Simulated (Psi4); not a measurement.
# BSiH2Cl (SMILES B[Si]Cl) at UM06-L/def2-TZVP

Aim: the energy change on altering one bond length of BSiH2Cl at UM06-L/def2-TZVP, from 2 runs. 

The results are computed with Psi4 1.11.

6 further runs of the same task are left out: 3 that didn't finish, 3 set aside as unsound or not needed.

## 1. Starting point

BSiH2Cl: 5 atoms, total charge 0, spin state triplet. As SMILES, `B[Si]Cl`. The coordinates come from a GFN2-xTB relaxation.

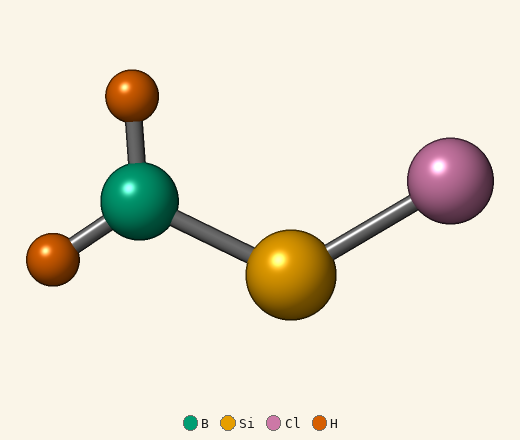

Viewed from a chosen angle; boron teal, silicon amber, chlorine pink, hydrogen orange.

## 2. The energy at UM06-L/def2-TZVP

File job.py:

```python
import psi4

psi4.set_memory('1600 MB')
psi4.set_num_threads(1)
psi4.core.set_output_file('run.log', False)

m = psi4.geometry("""
0 3
B     -0.674100     0.367960    -0.302510
Si     0.334580    -1.081930     0.357550
Cl     2.311390    -0.930270     0.961480
H     -0.184480     1.431210    -0.387430
H     -1.787390     0.213030    -0.629090
symmetry c1
no_reorient
no_com
""")

psi4.set_options({
    'basis': 'def2-TZVP',
    'reference': 'uks',
    'puream': True,
    'e_convergence': 1e-09,
    'd_convergence': 1e-08,
    'scf_type': 'pk',
    'dft_radial_points': 99,
    'dft_spherical_points': 590,
    'maxiter': 200,
})

energy_value = psi4.energy('m06-l', molecule=m)
print(f'm06-l energy: {energy_value:.10f} Eh')
```

Command:

```sh
$ python job.py
```

run.log, shortened:

```text
[...]
  Running in c1 symmetry.
[...]
  Nuclear repulsion =  108.028327319706776
[...]
  Multiplicity = 3
[...]
  Nalpha       = 20
  Nbeta        = 18
[...]
    Number of basis functions: 117
[...]
   @UKS iter   1:  -775.42144125002892   -1.84523e-01   5.54711e-03 DIIS/ADIIS
[...]
   @UKS iter  15:  -775.70377715075028   -4.43379e-12   6.20772e-09 DIIS
[...]
   @S^2 Observed:                2.006623788E+00
[...]
    Orbital Energies [Eh]
    ---------------------
    Alpha Occupied:
       1A   -101.191997     2A    -65.872522     3A     -9.421920
       4A     -7.127792     5A     -7.122881     6A     -7.122490
       7A     -6.649595     8A     -5.285848     9A     -3.598299
      10A     -3.597432    11A     -3.592948    12A     -0.811858
      13A     -0.537348    14A     -0.445334    15A     -0.352883
      16A     -0.342268    17A     -0.337122    18A     -0.321813
      19A     -0.219473    20A     -0.210384
    Alpha Virtual:
      21A     -0.075591    22A     -0.029688    23A      0.059091
      24A      0.079367    25A      0.111280    26A      0.124938
[...]
  @UKS Final Energy:  -775.70377715075028
   => Energetics <=
    Nuclear Repulsion Energy =            108.0283273197067757
    One-Electron Energy =               -1285.6225577468712800
    Two-Electron Energy =                 455.8824577898972734
    DFT Exchange-Correlation Energy =     -53.9920045134829536
    Empirical Dispersion Energy =           0.0000000000000000
    VV10 Nonlocal Energy =                  0.0000000000000000
    Total Energy =                       -775.7037771507502839
[...]
 Multipole Moments:
 ------------------------------------------------------------------------------------
     Multipole            Electronic (a.u.)      Nuclear  (a.u.)        Total (a.u.)
 ------------------------------------------------------------------------------------
 L = 1.  Multiply by 2.5417464519 to convert [e a0] to [Debye]
 Dipole X            :        -73.1014165           73.0102870           -0.0911295
 Dipole Y            :         51.6429493          -51.9250819           -0.2821326
 Dipole Z            :        -35.5321569           35.5680283            0.0358714
 Magnitude           :                                                    0.2986472
[...]
```

The script printed:

```text
m06-l energy: -775.7037771508 Eh
```

It took 2.7 min on 1 thread of AMD EPYC, shared host; peak memory 0.72 GiB.

## 3. The distorted shape: energy and gradient at UM06-L/def2-TZVP

File bclh2si.py:

```python
import psi4

psi4.set_memory(1600000000)
psi4.set_num_threads(1)
psi4.core.set_output_file('output.dat', False)

geom = psi4.geometry("""
0 3
B     -0.970578     0.345214    -0.393086
Si     0.038102    -1.104676     0.266974
Cl     2.311390    -0.930270     0.961480
H     -0.480958     1.408464    -0.478006
H     -2.083868     0.190284    -0.719666
units angstrom
symmetry c1
""")

psi4.set_options({
    'basis': 'def2-TZVP',
    'reference': 'uks',
    'puream': True,
    'e_convergence': 1e-09,
    'd_convergence': 1e-08,
    'scf_type': 'pk',
    'dft_radial_points': 99,
    'dft_spherical_points': 590,
    'maxiter': 200,
})

E, wfn = psi4.gradient('M06-L', return_wfn=True)
psi4.oeprop(wfn, 'QUADRUPOLE', 'DIPOLE', 'WIBERG_LOWDIN_INDICES', title='M06-L')
print('gradient / Eh bohr^-1')
print(E.np.round(6))
print(f'energy = {wfn.energy():.10f} Eh')
```

Command:

```sh
$ python bclh2si.py
```

output.dat, shortened:

```text
[...]
  Running in c1 symmetry.
[...]
  Nuclear repulsion =   98.885279701956335
[...]
  Multiplicity = 3
[...]
  Nalpha       = 20
  Nbeta        = 18
[...]
    Number of basis functions: 117
[...]
   @UKS iter   1:  -775.39528215527923   -3.34417e-01   5.56982e-03 DIIS/ADIIS
[...]
   @UKS iter  16:  -775.68152350495188   -5.68434e-13   2.85711e-09 DIIS
[...]
   @S^2 Observed:                2.006857754E+00
[...]
  @UKS Final Energy:  -775.68152350495188
   => Energetics <=
    Nuclear Repulsion Energy =             98.8852797019563354
    One-Electron Energy =               -1267.4939825601663870
    Two-Electron Energy =                 446.8470817484985673
    DFT Exchange-Correlation Energy =     -53.9199023952403991
    Empirical Dispersion Energy =           0.0000000000000000
    VV10 Nonlocal Energy =                  0.0000000000000000
    Total Energy =                       -775.6815235049518833
[...]
  -Total Gradient:
     Atom            X                  Y                   Z
    ------   -----------------  -----------------  -----------------
       1        0.002751948554    -0.011969955845     0.003651652166
       2       -0.054682858656     0.009481810184    -0.019832819626
       3        0.051053902433     0.001841808686     0.016059171196
       4       -0.005623300013    -0.004816029255    -0.000715281743
       5        0.006467732549     0.005467545775     0.000824710841
[...]
 Multipole Moments:
 ------------------------------------------------------------------------------------
     Multipole            Electronic (a.u.)      Nuclear  (a.u.)        Total (a.u.)
 ------------------------------------------------------------------------------------
 L = 1.  Multiply by 2.5417464519 to convert [e a0] to [Debye]
 Dipole X            :          2.8208640           -3.6189186           -0.7980545
 Dipole Y            :         -2.2453656            2.0181985           -0.2271671
 Dipole Z            :          1.4298963           -1.6352044           -0.2053081
 Magnitude           :                                                    0.8547791
 L = 2.  Multiply by 1.3450342976 to convert [e a0^2] to [Debye ang]
 Quadrupole XX       :       -284.4169531          259.1967333          -25.2202198
 Quadrupole XY       :         58.6083166          -57.5070254            1.1012912
[...]
```

Standard output:

```text
gradient / Eh bohr^-1
[[ 0.002752 -0.01197   0.003652]
 [-0.054683  0.009482 -0.019833]
 [ 0.051054  0.001842  0.016059]
 [-0.005623 -0.004816 -0.000715]
 [ 0.006468  0.005468  0.000825]]
energy = -775.6815235050 Eh
```

Run time: 3.2 min. Hardware: 1 thread of AMD EPYC, shared host; peak memory 0.71 GiB.

## 4. Outcome

At UM06-L/def2-TZVP:

| quantity | value |
| --- | --- |
| first shape: total energy | -775.70378 Eh |
| first shape: dipole moment | 0.76 D |
| first shape: HOMO energy (highest over α and β) | -5.72 eV |
| first shape: LUMO energy (lowest over α and β) | -4.15 eV |
| first shape: ⟨S²⟩ | 2.007 |
| distorted shape: total energy | -775.68152 Eh |
| distorted shape: dipole moment | 2.17 D |
| distorted shape: HOMO energy (highest over α and β) | -6.21 eV |
| distorted shape: LUMO energy (lowest over α and β) | -4.81 eV |
| distorted shape: ⟨S²⟩ | 2.007 |
| distorted shape: largest force on an atom | 3.031 eV/Å |
| energy change with the Si2–Cl3 bond stretched from 2.073 to 2.383 Å | 0.606 eV |

What this shows: With the Si2–Cl3 bond stretched from 2.073 to 2.383 Å the energy rises by 0.61 eV (14.0 kcal/mol). The first shape isn't relaxed at this level, so the change isn't measured from a minimum.
